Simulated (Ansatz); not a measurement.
# AlF2H6N: two geometries relaxed

Are the two ends of the reaction (exchange6) separate minima, and which lies lower? Each is relaxed from a guess. Meant to form: Al1–N6, H5–F8, H7–F2; to break: Al1–F2, H5–N6, H7–F8. The start is a guess near the saddle point, from which both ends are pulled out.

Method: RKS CAM-B3LYP/cc-pVDZ, in Ansatz 0.2.0.

## (1) The starting structure

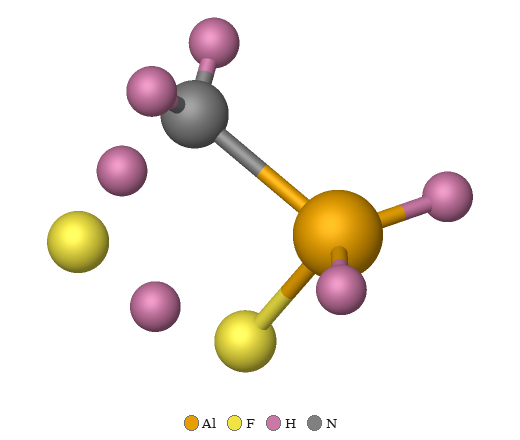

The starting structure, seen from a chosen angle (aluminium amber, fluorine yellow, hydrogen pink, nitrogen grey).

As a file:

```xyz
10

Al   -0.6366    0.6317   -1.1487
F    -1.0991   -1.3305   -0.5244
H     0.0617    0.5519   -2.5141
H    -1.8563    1.5449   -0.9495
H     0.6577   -0.5960    1.0983
N     0.7686    0.6351    0.5924
H    -0.4781   -1.7480    0.4116
F     0.3135   -1.7332    1.3092
H     0.5190    1.2688    1.3440
H     1.7497    0.7753    0.3810
```

## (2) Pulling towards end A

Springs on the bonds that form and break draw the guess towards this end; the thresholds are loose.

Contents of input.yaml:

```yaml
crystal:
  periodic: [false, false, false]
  atoms:
    - { symbol: Al, position_ang: [-0.6366, 0.6317, -1.1487] }
    - { symbol: F, position_ang: [-1.0991, -1.3305, -0.5244] }
    - { symbol: H, position_ang: [0.0617, 0.5519, -2.5141] }
    - { symbol: H, position_ang: [-1.8563, 1.5449, -0.9495] }
    - { symbol: H, position_ang: [0.6577, -0.596, 1.0983] }
    - { symbol: "N", position_ang: [0.7686, 0.6351, 0.5924] }
    - { symbol: H, position_ang: [-0.4781, -1.748, 0.4116] }
    - { symbol: F, position_ang: [0.3135, -1.7332, 1.3092] }
    - { symbol: H, position_ang: [0.519, 1.2688, 1.344] }
    - { symbol: H, position_ang: [1.7497, 0.7753, 0.381] }
basis:
  gaussian: { orbitals: cc-pVDZ }
hamiltonian:
  xc: cam_b3lyp
relax:
  f_tol: 0.15
  max_steps: 25
  restrain:
    - { distance: [0, 5], at: 3.22, k: 30.0 }
    - { distance: [4, 7], at: 2.18, k: 30.0 }
    - { distance: [6, 1], at: 2.18, k: 30.0 }
    - { distance: [0, 1], at: 1.78, k: 30.0 }
    - { distance: [4, 5], at: 1.02, k: 30.0 }
    - { distance: [6, 7], at: 0.88, k: 30.0 }
```

Command:

```console
$ ansatz run input.yaml --threads 2 --pin off --max-ram 3072MiB --backend cpu --events-out ev --progress --plain --runs-dir out
```

Output, cut to the lines that bear on the results:

```text
Warning: RAYON_NUM_THREADS=2 ignored (pool sized by the plan → 2); use --threads N
[...]
Functional definition: CAM-B3LYP
[...]
971 factors; integrals over basis functions are off by at most 2.6e-4 eV
322 factors; integrals over basis functions are off by at most 8.8e-7 eV
[...]
mean field -13618.40651128 eV, -500.4672084022 hartree, gradient 1.8e-5 eV, S^2 0.000000; 0 other end points of the search recorded, 0 dependent functions left out
[...]
reference -13618.40663857 eV, -500.4672130798 hartree; 22, 22 occupied and 68, 68 virtual orbitals, 971 factors
relax step   1: F+E_penalty+E_count = -13618.40651128 eV  Δ(F+E_penalty+E_count) = +0.000e0 eV  max|allowed force component| = 2.354e0 eV/Å  E_restraint = 47.78373984 eV  max|allowed force component, restraints' pulls added| = 3.808e1 eV/Å  Δτ_max = 0.0000 Å  (25 SCF iters, accepted)
[...]
relax step   6: F+E_penalty+E_count = -13618.59903174 eV  Δ(F+E_penalty+E_count) = -2.964e-2 eV  max|allowed force component| = 1.023e0 eV/Å  E_restraint = 0.04636552 eV  max|allowed force component, restraints' pulls added| = 2.216e-1 eV/Å  Δτ_max = 0.2000 Å  (28 SCF iters, accepted)
[...]
relax step   7: F+E_penalty+E_count = -13618.63365182 eV  Δ(F+E_penalty+E_count) = -3.462e-2 eV  max|allowed force component| = 1.157e0 eV/Å  E_restraint = 0.04441260 eV  max|allowed force component, restraints' pulls added| = 5.036e-2 eV/Å  Δτ_max = 0.1666 Å  (29 SCF iters, accepted)
  distance Al 0 - N 5 = 3.1950 Å
  distance H 4 - F 7 = 2.1750 Å
  distance H 6 - F 1 = 2.1673 Å
  distance Al 0 - F 1 = 1.7485 Å
  distance H 4 - N 5 = 1.0212 Å
  distance H 6 - F 7 = 0.9139 Å
971 factors; integrals over basis functions are off by at most 6.0e-4 eV
322 factors; integrals over basis functions are off by at most 1.1e-6 eV
[...]
mean field -13618.63365182 eV, -500.4755556628 hartree, gradient 1.7e-5 eV, S^2 0.000000; 1 other end points of the search recorded, 0 dependent functions left out
[...]
reference -13618.63378828 eV, -500.4755606778 hartree; 22, 22 occupied and 68, 68 virtual orbitals, 971 factors
Total energy: -13618.63378828 eV, -500.4755606778 hartree
Atom 0 at    -1.058847     0.475225    -1.566108 Å, force     0.302034    -0.818073     0.865137 eV/Å
Atom 1 at    -1.381459    -1.144470    -0.992000 Å, force     0.349951     0.680778    -0.019830 eV/Å
Atom 2 at     0.002824     0.570863    -2.723866 Å, force    -0.001560    -0.000469    -0.006550 eV/Å
Atom 3 at    -2.071774     1.569142    -1.059775 Å, force     0.006821    -0.000480     0.000311 eV/Å
Atom 4 at     0.956111    -0.183890     1.282094 Å, force    -0.060862    -0.143913     0.005693 eV/Å
Atom 5 at     1.026403     0.734257     0.840662 Å, force    -0.482728    -0.006584    -0.576575 eV/Å
Atom 6 at    -0.403291    -2.137319     0.667684 Å, force    -0.826102     0.261828    -1.157283 eV/Å
Atom 7 at     0.138534    -2.195837     1.401358 Å, force     0.699171     0.043701     0.858195 eV/Å
Atom 8 at     0.784871     1.429077     1.546401 Å, force    -0.002192    -0.001086     0.036654 eV/Å
Atom 9 at     2.006728     0.882952     0.603350 Å, force     0.015466    -0.015701    -0.005752 eV/Å
Dipole moment:     0.254873     0.411384     0.066399 e Å
```

Wall time 7.2 s (2 threads of AMD EPYC 9R45 (Zen 5), shared host); peak memory 0.23 GiB.

Step by step:

```csv
step,energy from step 1 (eV),largest force component (eV/Å)
1,0.0000,2.3544
2,-0.3663,2.7768
3,0.1250,5.6408
4,-0.0182,2.0617
5,-0.1629,1.2676
6,-0.1925,1.0232
7,-0.2271,1.1573
```

Step 1 is the start. Energies and forces in the table leave out the springs, which the log lists apart; the run stops on the force with the springs' pull added.

After: Bond lengths: Al1–F2 1.748 Å, Al1–H3 1.574 Å, Al1–H4 1.575 Å, H5–N6 1.021 Å, H7–F8 0.914 Å, N6–H9 1.019 Å, N6–H10 1.020 Å. Angles: F2–Al1–H3 115.0°, F2–Al1–H4 114.8°, H3–Al1–H4 128.9°, H5–N6–H9 107.3°, H5–N6–H10 107.3°, H9–N6–H10 106.8°.

Pairs that crossed the distance rule for bonds on the way: came closer H5–N6, H7–F8; moved apart Al1–N6.

## (3) End point A

It starts where the restrained run ended.

Contents of input.yaml:

```yaml
crystal:
  periodic: [false, false, false]
  atoms:
    - { symbol: Al, position_ang: [-1.058847, 0.475225, -1.566108] }
    - { symbol: F, position_ang: [-1.381459, -1.14447, -0.992] }
    - { symbol: H, position_ang: [0.002824, 0.570863, -2.723866] }
    - { symbol: H, position_ang: [-2.071774, 1.569142, -1.059775] }
    - { symbol: H, position_ang: [0.956111, -0.18389, 1.282094] }
    - { symbol: "N", position_ang: [1.026403, 0.734257, 0.840662] }
    - { symbol: H, position_ang: [-0.403291, -2.137319, 0.667684] }
    - { symbol: F, position_ang: [0.138534, -2.195837, 1.401358] }
    - { symbol: H, position_ang: [0.784871, 1.429077, 1.546401] }
    - { symbol: H, position_ang: [2.006728, 0.882952, 0.60335] }
basis:
  gaussian: { orbitals: cc-pVDZ }
hamiltonian:
  xc: cam_b3lyp
relax:
  f_tol: 0.03
  max_steps: 50
```

Command:

```console
$ ansatz run input.yaml --threads 2 --pin off --max-ram 3072MiB --backend cpu --events-out ev --progress --plain --runs-dir out
```

Output, cut to the lines that bear on the results:

```text
Warning: RAYON_NUM_THREADS=2 ignored (pool sized by the plan → 2); use --threads N
[...]
[... 1 set-up line as earlier in the session ...]
[...]
960 factors; integrals over basis functions are off by at most 5.1e-4 eV
322 factors; integrals over basis functions are off by at most 1.1e-6 eV
[...]
mean field -13618.63360617 eV, -500.4755539855 hartree, gradient 9.5e-6 eV, S^2 0.000000; 0 other end points of the search recorded, 0 dependent functions left out
[...]
reference -13618.63374008 eV, -500.4755589063 hartree; 22, 22 occupied and 68, 68 virtual orbitals, 960 factors
relax step   1: F+E_penalty+E_count = -13618.63360617 eV  Δ(F+E_penalty+E_count) = +0.000e0 eV  max|allowed force component| = 1.157e0 eV/Å  Δτ_max = 0.0000 Å  (26 SCF iters, accepted)
[...]
Total energy: -13620.03267251 eV, -500.5269687250 hartree
Atom 0 at    -0.625560     0.469901    -1.037504 Å, force    -0.003921    -0.000637    -0.003545 eV/Å
Atom 1 at    -1.109479    -1.180373    -0.662522 Å, force     0.003371     0.002112     0.002443 eV/Å
Atom 2 at     0.283482     0.533651    -2.336176 Å, force     0.001785     0.000425    -0.000078 eV/Å
Atom 3 at    -1.768215     1.511190    -0.681055 Å, force     0.000042     0.000953     0.001161 eV/Å
Atom 4 at     0.686257    -0.297456     1.005164 Å, force     0.002061    -0.000552     0.002974 eV/Å
Atom 5 at     0.702885     0.620111     0.518080 Å, force     0.001398     0.002429     0.000083 eV/Å
Atom 6 at    -0.438731    -1.841157     0.504562 Å, force    -0.002006    -0.003575     0.000044 eV/Å
Atom 7 at     0.146911    -1.951547     1.264195 Å, force    -0.000178     0.001584    -0.001190 eV/Å
Atom 8 at     0.456993     1.338792     1.202420 Å, force    -0.001731    -0.001208    -0.000615 eV/Å
Atom 9 at     1.665556     0.796888     0.222636 Å, force    -0.000822    -0.001531    -0.001278 eV/Å
Dipole moment:     0.576003     0.525792     0.417133 e Å
```

It took 9.8 s on 2 threads of AMD EPYC 9R45 (Zen 5), shared host; peak memory 0.22 GiB.

Relaxation path:

```csv
step,energy from step 1 (eV),largest force component (eV/Å)
1,0.0000,1.1573
2,-0.3312,0.5480
3,-0.7879,0.6200
4,-1.2542,0.5255
5x,-1.2304,1.7252
6,-1.3846,0.2400
7x,-1.3777,0.2537
8,-1.3979,0.1121
9,-1.3984,0.0719
10,-1.3989,0.0039
```

Step 1 is the start. 2 steps were tried and not accepted (5, 7; marked x where the table lists them).

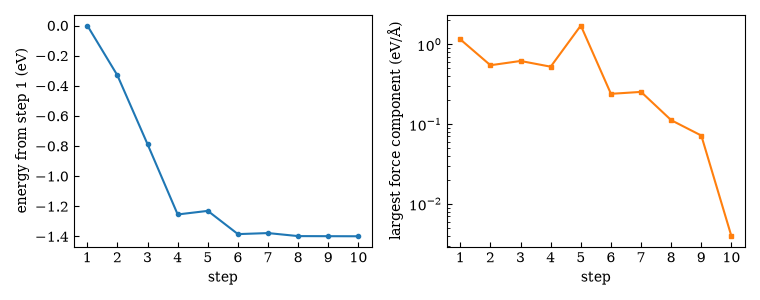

How energy and force went from step to step.

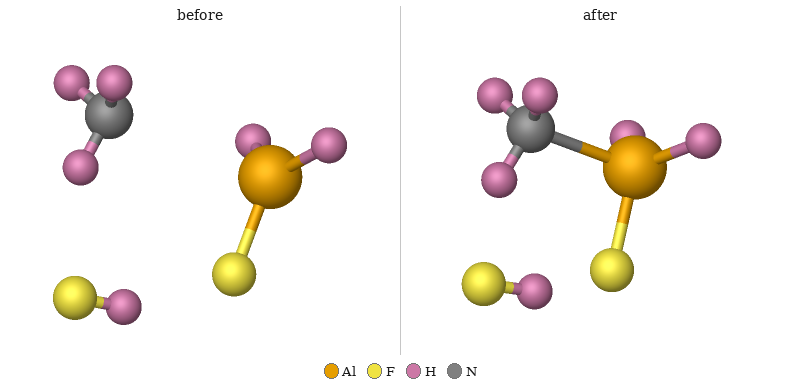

The structure before (left) and after (right), drawn at the same scale.

After: Bond lengths: Al1–F2 1.760 Å, Al1–H3 1.586 Å, Al1–H4 1.587 Å, Al1–N6 2.051 Å, H5–N6 1.039 Å, H7–F8 0.966 Å, N6–H9 1.022 Å, N6–H10 1.022 Å. Angles: F2–Al1–H3 111.7°, F2–Al1–H4 111.7°, F2–Al1–N6 94.9°, H3–Al1–H4 124.8°, H3–Al1–N6 104.3°, H4–Al1–N6 104.4°, Al1–N6–H5 106.3°, Al1–N6–H9 113.8°, Al1–N6–H10 113.8°, H5–N6–H9 107.6°, H5–N6–H10 107.7°, H9–N6–H10 107.4°.

Pairs that crossed the distance rule for bonds on the way: came closer Al1–N6.

[end of part 1 of 2]
